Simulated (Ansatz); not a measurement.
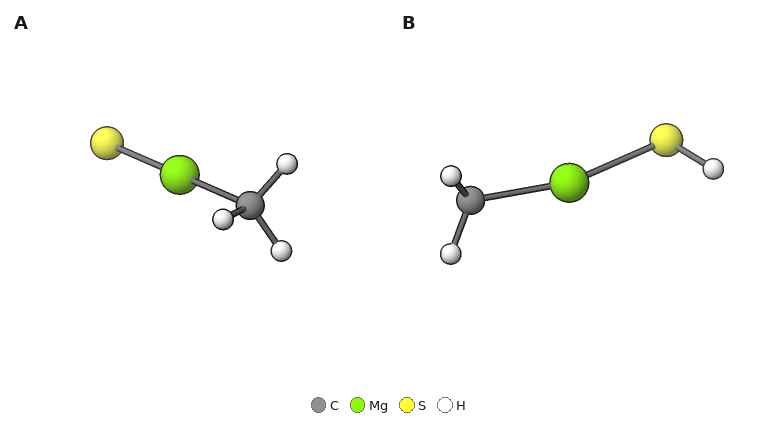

2 stationary structures of one formula. Charge −1, singlet. Geometries: PBE0-D4/def2-TZVPD. Electronic energies: RHF-CCSD(T) (frozen core)/def2-TZVPPD (Ansatz 0.2.0), without zero-point energy. No frequency run is at hand to confirm each as a minimum.

Which structure is the most stable?

A is lowest; B lies 1.949 eV above it.

Give E(B) − E(A) in eV at these levels too: B3LYP-D4/def2-TZVPPD; PBE0-D4/def2-TZVPPD; RHF-CCSD(T) (frozen core)/def2-TZVPPD; r2SCAN-D4/def2-TZVPPD; PBE-D4/def2-TZVPPD; PBE0-D4/def2-TZVPD; ωB97M-V/def2-TZVPPD.

```json
{"level": "B3LYP-D4/def2-TZVPPD", "E(B) − E(A) (eV)": "+2.063"}
{"level": "PBE0-D4/def2-TZVPPD", "E(B) − E(A) (eV)": "+2.101"}
{"level": "RHF-CCSD(T) (frozen core)/def2-TZVPPD", "E(B) − E(A) (eV)": "+1.949"}
{"level": "r2SCAN-D4/def2-TZVPPD", "E(B) − E(A) (eV)": "+2.076"}
{"level": "PBE-D4/def2-TZVPPD", "E(B) − E(A) (eV)": "+1.957"}
{"level": "PBE0-D4/def2-TZVPD", "E(B) − E(A) (eV)": "+2.104"}
{"level": "ωB97M-V/def2-TZVPPD", "E(B) − E(A) (eV)": "+2.139"}
```
